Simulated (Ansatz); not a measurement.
# BH2+ (triplet): the correlation ladder at angle H2–B1–H3 = 139.8°, aug-cc-pVTZ

Aim: climb from Hartree-Fock through coupled cluster and multireference methods for BH2+ (triplet) at one geometry and basis, and see what each rung misses.

Method: aug-cc-pVTZ, core rule «outside noble gas», up to 1 orbitals frozen; program: Ansatz 0.2.0, Gaussian basis.

The runs, in order: UHF; CCSD(T) on ROHF; CCSD(T) on UHF; BCCD(T) on ROHF; CCSDT(Q) on ROHF; CCSDT(Q) on UHF; CASSCF and NEVPT2, 4 electrons in 6 orbitals; Full CI.

12 further runs of the same task are left out: 2 for a known fault of the program, 7 that didn't finish, 3 set aside as unsound or not needed.

## (1) What is computed

The geometry derives from a PBE0/def2-TZVP stationary point (not a proven minimum). One angle is set to the value named; bond lengths are kept.

3 atoms, charge 1, spin multiplicity 3.

Atoms are counted from 1 here; the program's logs count them from 0.

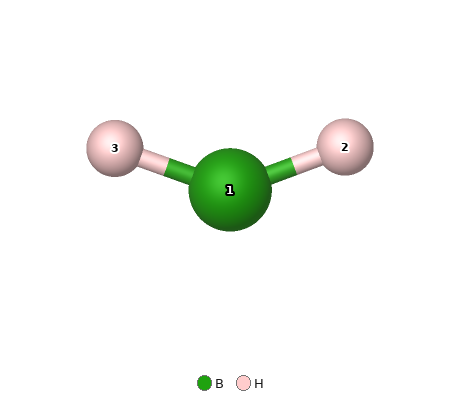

The geometry (boron green, hydrogen pink); atoms are numbered from 1 in the order of the file.

In the tables R marks a restricted open-shell determinant and U an unrestricted one; 'valence' is the active space of 4 electrons in 6 orbitals; energies count from the table's Hartree-Fock row.

## (2) UHF

in.yaml reads:

```yaml
crystal:
  periodic: [false, false, false]
  atoms:
    - {symbol: B, position_ang: [0.000000, 0.000000, -0.069720]}
    - {symbol: H, position_ang: [0.000000, 1.212259, 0.373904]}
    - {symbol: H, position_ang: [0.000000, -1.212259, 0.373904]}
basis:
  gaussian: {orbitals: aug-cc-pVTZ}
total_charge: 1
magnetization: {spin_polarized: true, initial_magnetization: 2}
hamiltonian: {xc: hf}
output: {orbitals: {seedname: orbitals}}
```

The run is started by

```
ansatz run in.yaml --threads 1 --pin off --events-out ev --progress --plain --max-ram 2393MiB
```

The log of the run:

```text
Functional definition: HF
  name "HF"
  cite "Fock, Z. Phys. 61, 126 (1930) doi:10.1007/BF01340294"
  parent pbe
  exchange = exact_x
  correlation = 0
404 factors; their error is unknown
mean field evaluation 1: about -687.3900 eV, gradient 7.4e0 eV
mean field evaluation 2: about -687.9579 eV, gradient 2.8e0 eV
mean field evaluation 4: about -688.0942 eV, gradient 2.8e-1 eV
mean field evaluation 8: about -688.1001 eV, gradient 4.1e-4 eV
mean field evaluation 16: about -679.2814 eV, gradient 2.4e1 eV
mean field evaluation 32: about -685.4820 eV, gradient 1.3e1 eV
mean field evaluation 64: about -688.0963 eV, gradient 9.2e-2 eV
mean field -688.10007068 eV, -25.2872111864 hartree, gradient 5.2e-5 eV, S^2 2.032039; 0 other end points of the search recorded, 0 dependent functions left out
reference -688.10007068 eV, -25.2872111864 hartree; 4, 2 occupied and 88, 90 virtual orbitals, 404 factors
Total energy: -688.10007068 eV, -25.2872111864 hartree
```

Run time: 0.51 s. Hardware: 1 thread of Arm Neoverse V1, shared host.

From the report: ⟨S²⟩ of the determinant 2.032 (pure triplet: 2.00).

## (3) CCSD(T) on ROHF

in.yaml: that of step 2 with these lines changed.

```diff
@@ -9,4 +9,3 @@
 total_charge: 1
-magnetization: {spin_polarized: true, initial_magnetization: 2}
-hamiltonian: {xc: hf}
-output: {orbitals: {seedname: orbitals}}
+magnetization: {spin_polarized: false, initial_magnetization: 2}
+correlation: {method: ccsd_t, electrons: outside_noble_gas}
```

The command is unchanged.

The log of the run (excerpt; [...] marks lines left out):

```text
Functional definition: HF
  name "HF"
  cite "Fock, Z. Phys. 61, 126 (1930) doi:10.1007/BF01340294"
  parent pbe
[...]
520 factors; integrals over basis functions are off by at most 1.1e-3 eV
[...]
mean field -687.88137663 eV, -25.2791743283 hartree, gradient 1.1e-6 eV, S^2 2.000000; 11 other end points of the search recorded, 0 dependent functions left out
[...]
determinant -687.88137663 eV, -25.2791743283 hartree, with singles and doubles -690.13495324 eV, -25.3619917415 hartree
determinant -687.86438312 eV, -25.2785498285 hartree, with singles and doubles -690.17534058 eV, -25.3634759488 hartree
determinant -686.84817703 eV, -25.2412049434 hartree, with singles and doubles -689.16056908 eV, -25.3261837838 hartree
determinant -686.83795017 eV, -25.2408291134 hartree, with singles and doubles -689.16464625 eV, -25.3263336172 hartree
[...]
determinant -687.86438312 eV, -25.2785498285 hartree, with singles and doubles -690.10223289 eV, -25.3607892905 hartree
determinant -687.88137663 eV, -25.2791743283 hartree, with singles and doubles -690.09645574 eV, -25.3605769842 hartree
determinant -687.86438312 eV, -25.2785498285 hartree, with singles and doubles -690.10228737 eV, -25.3607912929 hartree
1 core orbitals not correlated: weight in the atoms' cores, before any rotation towards them, 1.000 or more for the frozen orbitals, at most 0.000 for the correlated occupied ones
reference -687.86438312 eV, -25.2785498285 hartree; 3, 1 occupied and 88, 90 virtual orbitals, 520 factors
second order -1.64960168 eV of doubles, -0.12152806 eV of singles
cycle   1  -2.05746909 eV  change   -3.2e-1 eV  update   4.9e-2
[...]
cycle  11  -2.23790455 eV  change   -3.2e-7 eV  update   2.2e-6
perturbative correction -0.05330837 eV, -0.0019590464 hartree
WARN: these amplitudes may be one of several solutions (largest doubles amplitude 0.06, level shift 0.67 eV)
Total energy: -690.15559604 eV, -25.3627503502 hartree
```

Wall time 21 s (1 thread of Arm Neoverse V1, shared host); peak memory 0.47 GiB.

From the report: correlation -2.2912 eV; T1 0.026; largest double amplitude 0.06. The report flags that the cluster equations may have other roots.

## (4) CCSD(T) on UHF

in.yaml: that of step 3 with these lines changed.

```diff
@@ -9,3 +9,3 @@
 total_charge: 1
-magnetization: {spin_polarized: false, initial_magnetization: 2}
+magnetization: {spin_polarized: true, initial_magnetization: 2}
 correlation: {method: ccsd_t, electrons: outside_noble_gas}
```

The command is unchanged.

The log of the run:

```text
Functional definition: HF
  name "HF"
  cite "Fock, Z. Phys. 61, 126 (1930) doi:10.1007/BF01340294"
  parent pbe
  exchange = exact_x
  correlation = 0
520 factors; integrals over basis functions are off by at most 1.1e-3 eV
mean field evaluation 1: about -687.3932 eV, gradient 7.4e0 eV
mean field evaluation 2: about -687.3935 eV, gradient 7.4e0 eV
mean field evaluation 4: about -688.0843 eV, gradient 8.1e-1 eV
mean field evaluation 8: about -688.1001 eV, gradient 2.8e-3 eV
mean field evaluation 16: about -686.8577 eV, gradient 6.7e0 eV
mean field evaluation 32: about -686.9700 eV, gradient 1.4e-2 eV
mean field evaluation 64: about -686.9029 eV, gradient 2.3e0 eV
mean field evaluation 96: about -684.5535 eV, gradient 3.2e0 eV
mean field -688.10008123 eV, -25.2872115743 hartree, gradient 3.1e-6 eV, S^2 2.032039; 7 other end points of the search recorded, 0 dependent functions left out
determinant -688.10008123 eV, -25.2872115743 hartree, with singles and doubles -690.16722815 eV, -25.3631778223 hartree
determinant -686.97000553 eV, -25.2456820584 hartree, with singles and doubles -689.23956418 eV, -25.3290868001 hartree
determinant -684.71266859 eV, -25.1627264556 hartree, with singles and doubles -687.14151894 eV, -25.2519850599 hartree
1 core orbitals not correlated: weight in the atoms' cores, before any rotation towards them, 1.000 or more for the frozen orbitals, at most 0.000 for the correlated occupied ones
reference -688.10008123 eV, -25.2872115743 hartree; 3, 1 occupied and 88, 90 virtual orbitals, 520 factors
second order -1.49047116 eV of doubles, -0.00000000 eV of singles
cycle   1  -1.99148439 eV  change   -1.6e-1 eV  update   2.0e-2
cycle   2  -2.00122851 eV  change   -9.7e-3 eV  update   5.8e-3
cycle   3  -2.00629841 eV  change   -5.1e-3 eV  update   2.4e-3
cycle   4  -2.00888173 eV  change   -2.6e-3 eV  update   8.9e-4
cycle   5  -2.00940650 eV  change   -5.2e-4 eV  update   3.3e-4
cycle   6  -2.00945193 eV  change   -4.5e-5 eV  update   1.2e-4
cycle   7  -2.00943755 eV  change    1.4e-5 eV  update   4.3e-5
cycle   8  -2.00941996 eV  change    1.8e-5 eV  update   1.7e-5
cycle   9  -2.00941293 eV  change    7.0e-6 eV  update   5.8e-6
cycle  10  -2.00941116 eV  change    1.8e-6 eV  update   1.7e-6
perturbative correction -0.04720196 eV, -0.0017346401 hartree
Total energy: -690.15669436 eV, -25.3627907126 hartree
```

It took 3.4 s on 1 thread of Arm Neoverse V1, shared host; peak memory 0.37 GiB.

From the report: ⟨S²⟩ of the determinant 2.032 (pure triplet: 2.00); correlation -2.0566 eV; T1 0.024; largest double amplitude 0.07.

## (5) BCCD(T) on ROHF

in.yaml: that of step 4 with these lines changed.

```diff
@@ -9,3 +9,3 @@
 total_charge: 1
-magnetization: {spin_polarized: true, initial_magnetization: 2}
-correlation: {method: ccsd_t, electrons: outside_noble_gas}
+magnetization: {spin_polarized: false, initial_magnetization: 2}
+correlation: {method: bccd_t, electrons: outside_noble_gas}
```

The command is unchanged.

The log of the run (excerpt; [...] marks lines left out):

```text
Functional definition: HF
  name "HF"
  cite "Fock, Z. Phys. 61, 126 (1930) doi:10.1007/BF01340294"
  parent pbe
[...]
520 factors; integrals over basis functions are off by at most 1.1e-3 eV
[...]
mean field -687.88137663 eV, -25.2791743283 hartree, gradient 1.1e-6 eV, S^2 2.000000; 11 other end points of the search recorded, 0 dependent functions left out
[...]
determinant -687.88137663 eV, -25.2791743283 hartree, with singles and doubles -690.13495324 eV, -25.3619917415 hartree
determinant -687.86438312 eV, -25.2785498285 hartree, with singles and doubles -690.17534058 eV, -25.3634759488 hartree
determinant -686.84817703 eV, -25.2412049434 hartree, with singles and doubles -689.16056908 eV, -25.3261837838 hartree
determinant -686.83795017 eV, -25.2408291134 hartree, with singles and doubles -689.16464625 eV, -25.3263336172 hartree
[...]
determinant -687.86438312 eV, -25.2785498285 hartree, with singles and doubles -690.10223289 eV, -25.3607892905 hartree
determinant -687.88137663 eV, -25.2791743283 hartree, with singles and doubles -690.09645574 eV, -25.3605769842 hartree
determinant -687.86438312 eV, -25.2785498285 hartree, with singles and doubles -690.10228737 eV, -25.3607912929 hartree
1 core orbitals not correlated: weight in the atoms' cores, before any rotation towards them, 1.000 or more for the frozen orbitals, at most 0.000 for the correlated occupied ones
reference -687.86438312 eV, -25.2785498285 hartree; 3, 1 occupied and 88, 90 virtual orbitals, 520 factors
second order -1.64960168 eV of doubles, -0.12152806 eV of singles
cycle   1  -2.24249081 eV  change   -4.6e-3 eV  update   2.4e-3
[...]
cycle   8  -2.24051313 eV  change   -2.5e-6 eV  update   2.7e-6
perturbative correction -0.05073093 eV, -0.0018643274 hartree
WARN: these amplitudes may be one of several solutions (largest doubles amplitude 0.06, level shift 0.67 eV)
Total energy: -690.15562719 eV, -25.3627514949 hartree
```

Run time: 19 s. Hardware: 1 thread of Arm Neoverse V1, shared host; peak memory 0.48 GiB.

From the report: correlation -2.2912 eV; largest double amplitude 0.06. The report flags that the cluster equations may have other roots.

## (6) CCSDT(Q) on ROHF

in.yaml: that of step 5 with these lines changed.

```diff
@@ -10,2 +10,2 @@
 magnetization: {spin_polarized: false, initial_magnetization: 2}
-correlation: {method: bccd_t, electrons: outside_noble_gas}
+correlation: {method: ccsdt_q, electrons: outside_noble_gas}
```

Same command.

The log of the run (excerpt; [...] marks lines left out):

```text
Functional definition: HF
  name "HF"
  cite "Fock, Z. Phys. 61, 126 (1930) doi:10.1007/BF01340294"
  parent pbe
[...]
1031 factors; integrals over basis functions are off by at most 1.8e-7 eV
[...]
mean field -687.88137748 eV, -25.2791743595 hartree, gradient 2.1e-6 eV, S^2 2.000000; 11 other end points of the search recorded, 0 dependent functions left out
[...]
determinant -687.88137748 eV, -25.2791743595 hartree, with singles and doubles -690.13496017 eV, -25.3619919958 hartree
determinant -687.86438387 eV, -25.2785498558 hartree, with singles and doubles -690.17534681 eV, -25.3634761777 hartree
determinant -686.84817805 eV, -25.2412049808 hartree, with singles and doubles -689.16056755 eV, -25.3261837277 hartree
determinant -686.83795111 eV, -25.2408291479 hartree, with singles and doubles -689.16464521 eV, -25.3263335790 hartree
[...]
determinant -687.86438387 eV, -25.2785498558 hartree, with singles and doubles -690.10223202 eV, -25.3607892588 hartree
determinant -687.88137748 eV, -25.2791743595 hartree, with singles and doubles -690.09645425 eV, -25.3605769295 hartree
determinant -687.86438387 eV, -25.2785498558 hartree, with singles and doubles -690.10228651 eV, -25.3607912613 hartree
1 core orbitals not correlated: weight in the atoms' cores, before any rotation towards them, 1.000 or more for the frozen orbitals, at most 0.000 for the correlated occupied ones
reference -687.86438387 eV, -25.2785498558 hartree; 3, 1 occupied and 88, 90 virtual orbitals, 1031 factors
second order -1.64960839 eV of doubles, -0.12152815 eV of singles
cycle   1  -2.05746486 eV  change   -3.2e-1 eV  update   5.1e-2
[...]
cycle  14  -2.30496452 eV  change   -1.4e-7 eV  update   2.2e-7
perturbative correction -0.00070606 eV, -0.0000259473 hartree
WARN: these amplitudes may be one of several solutions (largest doubles amplitude 0.07, level shift 0.67 eV)
Total energy: -690.17005445 eV, -25.3632816869 hartree
```

Run time: 1.9 min. Hardware: 1 thread of Arm Neoverse V1, shared host; peak memory 1.2 GiB.

From the report: correlation -2.3057 eV; T1 0.027; largest double amplitude 0.07. The report flags that the cluster equations may have other roots.

## (7) CCSDT(Q) on UHF

in.yaml: that of step 6 with these lines changed.

```diff
@@ -9,3 +9,3 @@
 total_charge: 1
-magnetization: {spin_polarized: false, initial_magnetization: 2}
+magnetization: {spin_polarized: true, initial_magnetization: 2}
 correlation: {method: ccsdt_q, electrons: outside_noble_gas}
```

The command is unchanged.

The log of the run (excerpt; [...] marks lines left out):

```text
Functional definition: HF
  name "HF"
  cite "Fock, Z. Phys. 61, 126 (1930) doi:10.1007/BF01340294"
  parent pbe
[...]
1031 factors; integrals over basis functions are off by at most 1.8e-7 eV
[...]
mean field -688.10008215 eV, -25.2872116079 hartree, gradient 5.8e-6 eV, S^2 2.032039; 7 other end points of the search recorded, 0 dependent functions left out
determinant -688.10008215 eV, -25.2872116079 hartree, with singles and doubles -690.16723401 eV, -25.3631780377 hartree
determinant -686.97000663 eV, -25.2456820987 hartree, with singles and doubles -689.23957046 eV, -25.3290870309 hartree
determinant -684.71266930 eV, -25.1627264817 hartree, with singles and doubles -687.14152323 eV, -25.2519852173 hartree
1 core orbitals not correlated: weight in the atoms' cores, before any rotation towards them, 1.000 or more for the frozen orbitals, at most 0.000 for the correlated occupied ones
reference -688.10008215 eV, -25.2872116079 hartree; 3, 1 occupied and 88, 90 virtual orbitals, 1031 factors
second order -1.49047732 eV of doubles, -0.00000000 eV of singles
cycle   1  -1.79217546 eV  change   -3.0e-1 eV  update   5.5e-2
[...]
cycle  14  -2.07003653 eV  change    8.9e-8 eV  update   2.1e-7
perturbative correction -0.00063822 eV, -0.0000234541 hartree
Total energy: -690.17075690 eV, -25.3633075014 hartree
```

Run time: 85 s. Hardware: 1 thread of Arm Neoverse V1, shared host; peak memory 1.2 GiB.

From the report: ⟨S²⟩ of the determinant 2.032 (pure triplet: 2.00); correlation -2.0707 eV; T1 0.024; largest double amplitude 0.07.

## (8) CASSCF and NEVPT2, 4 electrons in 6 orbitals

in.yaml: that of step 7 with these lines changed.

```diff
@@ -9,3 +9,3 @@
 total_charge: 1
-magnetization: {spin_polarized: true, initial_magnetization: 2}
-correlation: {method: ccsdt_q, electrons: outside_noble_gas}
+magnetization: {spin_polarized: false, initial_magnetization: 2}
+correlation: {method: sc_nevpt2, electrons: outside_noble_gas, active_space: {window: {electrons: 4, orbitals: 6}, shells: [{species: B, l: s, shell: 2}, {species: B, l: p, shell: 2}, {species: H, l: s, shell: 1}]}}
```

Same command.

The log of the run:

```text
Functional definition: HF
  name "HF"
  cite "Fock, Z. Phys. 61, 126 (1930) doi:10.1007/BF01340294"
  parent pbe
  exchange = exact_x
  correlation = 0
1031 factors; integrals over basis functions are off by at most 1.8e-7 eV
mean field evaluation 1: about -687.3351 eV, gradient 7.8e0 eV
mean field evaluation 2: about -687.3356 eV, gradient 7.8e0 eV
mean field evaluation 4: about -687.8570 eV, gradient 6.0e-1 eV
mean field evaluation 8: about -687.8644 eV, gradient 1.3e-3 eV
mean field evaluation 16: about -687.8812 eV, gradient 3.8e-2 eV
mean field evaluation 32: about -687.7968 eV, gradient 1.4e0 eV
mean field evaluation 64: about -687.8591 eV, gradient 2.5e-1 eV
mean field -687.88137748 eV, -25.2791743595 hartree, gradient 2.1e-6 eV, S^2 2.000000; 8 other end points of the search recorded, 0 dependent functions left out
reference -687.88137748 eV, -25.2791743595 hartree; 4, 2 occupied and 88, 90 virtual orbitals, 1031 factors
state -689.11516884 eV, -25.3245153557 hartree
state -689.11516884 eV, -25.3245153557 hartree; corrected -689.93002254 eV, -25.3544606769 hartree
Total energy: -689.93002254 eV, -25.3544606769 hartree
Checks for a lower state left out: starts, orbital_swaps
```

Run time: 2.6 s. Hardware: 1 thread of Arm Neoverse V1, shared host.

From the report: 60 determinants; active occupations 1.94, 1.01, 0.98, 0.03, 0.02, 0.02.

## (9) Full CI

in.yaml reads:

```yaml
crystal:
  periodic: [false, false, false]
  atoms:
    - {symbol: B, position_ang: [0.000000, 0.000000, -0.069720]}
    - {symbol: H, position_ang: [0.000000, 1.212259, 0.373904]}
    - {symbol: H, position_ang: [0.000000, -1.212259, 0.373904]}
basis:
  gaussian: {orbitals: aug-cc-pVTZ}
total_charge: 1
magnetization: {spin_polarized: false, initial_magnetization: 2}
correlation: {method: fci, electrons: outside_noble_gas}
```

Same command.

The log of the run (excerpt; [...] marks lines left out):

```text
Functional definition: HF
  name "HF"
  cite "Fock, Z. Phys. 61, 126 (1930) doi:10.1007/BF01340294"
  parent pbe
[...]
1031 factors; integrals over basis functions are off by at most 1.8e-7 eV
[...]
mean field -687.88137748 eV, -25.2791743595 hartree, gradient 2.1e-6 eV, S^2 2.000000; 8 other end points of the search recorded, 0 dependent functions left out
[...]
1 core orbitals not correlated: weight in the atoms' cores, before any rotation towards them, 1.000 or more for the frozen orbitals, at most 0.000 for the correlated occupied ones
reference -687.86438387 eV, -25.2785498558 hartree; 3, 1 occupied and 88, 90 virtual orbitals, 1031 factors
state -690.16994361 eV, -25.3632776135 hartree
Total energy: -690.16994361 eV, -25.3632776135 hartree
```

Run time: 71 s. Hardware: 1 thread of Arm Neoverse V1, shared host; peak memory 0.77 GiB.

From the report: 4,238,676 determinants, symmetry B2.

## (10) How many determinants matter

Natural occupations of the FCI state about the gap (report; correlated orbitals 1 to 10): 1.926, 1.002, 0.978, 0.029, 0.019, 0.018, 0.006, 0.004, 0.004, 0.003. The count of effectively unpaired electrons, Σ n²(2 − n)², is 2.03; a single determinant of this spin has 2.

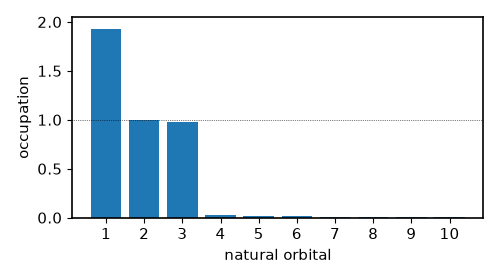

Natural occupations of the FCI state.

## (11) The ladder

The yardstick is full CI for this spin, exact in this basis with these frozen cores. Rows without a time come out of other runs: HF, MP2 and CCSD of CCSD(T), CCSDT of CCSDT(Q), CASSCF and MRCISD of the multireference runs.

Differences are taken before rounding.

| method | energy from the lowest RHF (meV) | from FCI (meV) | time |
| --- | --- | --- | --- |
| RHF | 0.0 | +2288.6 |  |
| UHF | -218.7 | +2069.9 |  |
| RMP2 | -1754.1 | +534.4 |  |
| UMP2 | -1709.2 | +579.4 |  |
| RCCSD | -2220.9 | +67.7 |  |
| UCCSD | -2228.1 | +60.5 |  |
| RCCSD(T) | -2274.2 | +14.3 | 21 s |
| UCCSD(T) | -2275.3 | +13.2 | 3.4 s |
| BCCD(T) | -2274.3 | +14.3 | 19 s |
| RCCSDT | -2288.0 | +0.6 |  |
| UCCSDT | -2288.7 | -0.2 |  |
| RCCSDT(Q) | -2288.7 | -0.1 | 1.9 min |
| UCCSDT(Q) | -2289.4 | -0.8 | 85 s |
| CASSCF valence | -1233.8 | +1054.8 |  |
| NEVPT2 valence | -2048.6 | +239.9 | 2.6 s |
| FCI | -2288.6 | 0 | 71 s |

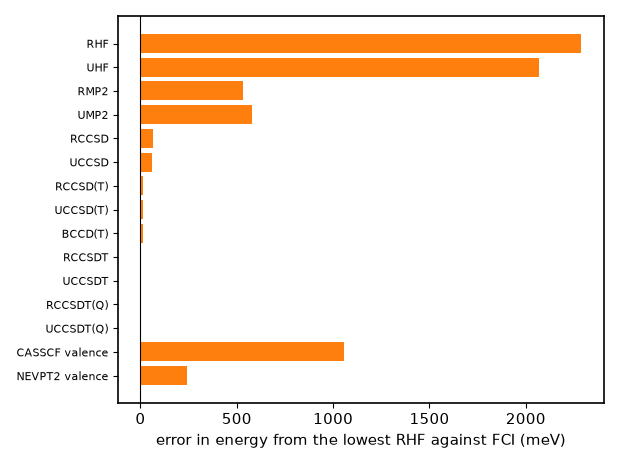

Error of each method against FCI.

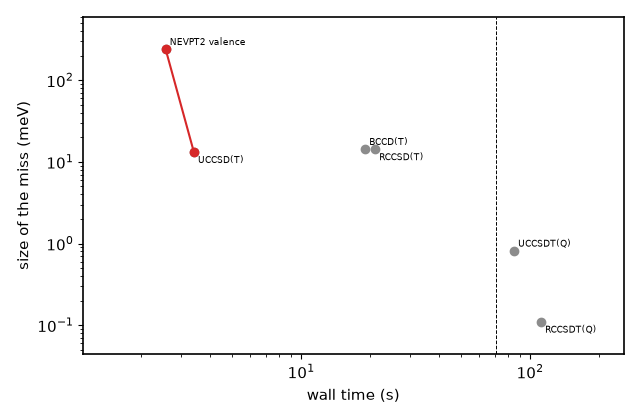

Accuracy for the time spent; red marks the levels that beat every quicker one drawn (of those quicker than the yardstick), and the dashed line is the time of FCI. Times are from a shared host.

The program flags RCCSD(T), BCCD(T), RCCSDT(Q) as in doubt (see the logs), so those rows may rest on another solution; read them beside their warnings.

## (12) Results

```
                         quantity                                                              value
         FCI below the RHF energy                                                         -2.2886 eV
                    RMP2 from FCI                                                         +534.4 meV
                    UMP2 from FCI                                                         +579.4 meV
                   RCCSD from FCI                                                          +67.7 meV
                RCCSD(T) from FCI                                                          +14.3 meV
                UCCSD(T) from FCI                                                          +13.2 meV
               RCCSDT(Q) from FCI                                                           -0.1 meV
               UCCSDT(Q) from FCI                                                           -0.8 meV
          NEVPT2 valence from FCI                                                         +239.9 meV
levels within 1 kcal/mol (43 meV)  RCCSD(T), UCCSD(T), BCCD(T), RCCSDT, UCCSDT, RCCSDT(Q), UCCSDT(Q)
                    T1 diagnostic                                                              0.026
   effectively unpaired electrons                                                               2.03
```

RCCSD(T) lands +14.3 meV from the yardstick (0.6 % of the correlation energy). One determinant dominates. Coupled cluster took another determinant than the lowest Hartree-Fock one. These misses are within one basis, not against nature; the frozen cores of restricted and unrestricted runs differ, which can shift their rows.

For cost: UCCSD(T) gets within 13.2 meV in 3.4 s, where FCI took 71 s; the quickest level in the cost chart, NEVPT2 valence, takes 2.6 s and misses by 239.9 meV.
